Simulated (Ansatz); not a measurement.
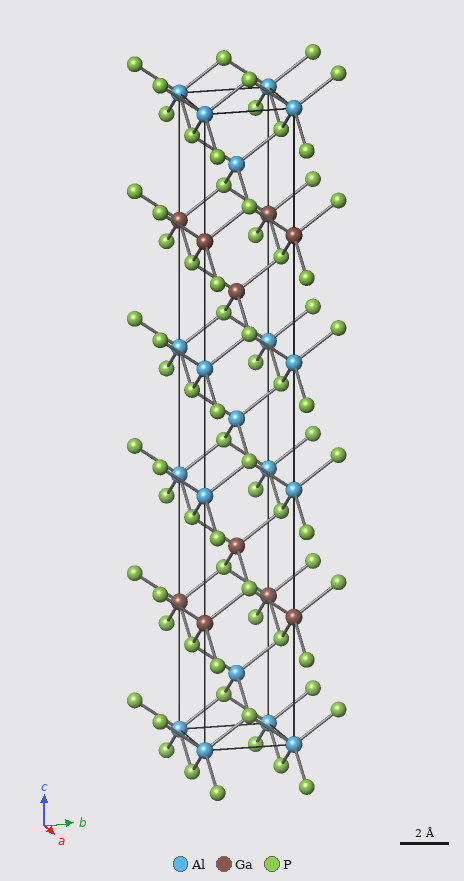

Structure drawing (ball-and-stick), viewed slightly off an axis. Thin lines show the conventional unit cell, with boundary atoms drawn in all their periodic places. A few atoms beyond the faces are included.

Al$_{3}$Ga$_{2}$P$_{5}$, space group I-4m2 (No. 119), a = 3.894 Å, b = 3.894 Å, c = 27.532 Å, α = 90.00°, β = 90.00°, γ = 90.00°. Its origin is a structure type filled with these elements by a generator (whether the compound takes this form wasn't checked). Earlier steps of the study, as a rule a relaxation of our own, may have changed the cell and positions, so they can lie some per cent off the listed ones. Ansatz was used for an electronic-structure calculation on it.

This one geometry was computed with Ansatz (DFT, plane waves, PAW) at three levels of theory: PBE, r2SCAN and PBEsol.

Which level gives the highest pressure at this volume, and what does that say about its equilibrium volume?

Answer. Highest: PBE (0.0 GPa), which points to the largest equilibrium volume. Lowest, with the smallest volume: r2SCAN (-1.8 GPa) and PBEsol (-2.2 GPa). Levels within 0.5 GPa of each other can't be told apart.

How does the band gap change with the level of theory?

Answer. PBEsol: a gap of 1.46 eV, indirect; PBE: a gap of 1.60 eV, indirect; r2SCAN: a gap of 1.90 eV, indirect.

Collect the results in a table.

Answer.
| level | cutoff (eV) | k-mesh of the run's cell | gap (eV) | pressure (GPa) |
| --- | --- | --- | --- | --- |
| PBE | 420 | 10×10×10 | 1.60 | 0.0 |
| r2SCAN | 500 | 10×10×10 | 1.90 | -1.8 |
| PBEsol | 420 | 10×10×10 | 1.46 | -2.2 |

Gaps are taken on the k-mesh or band path of each run.
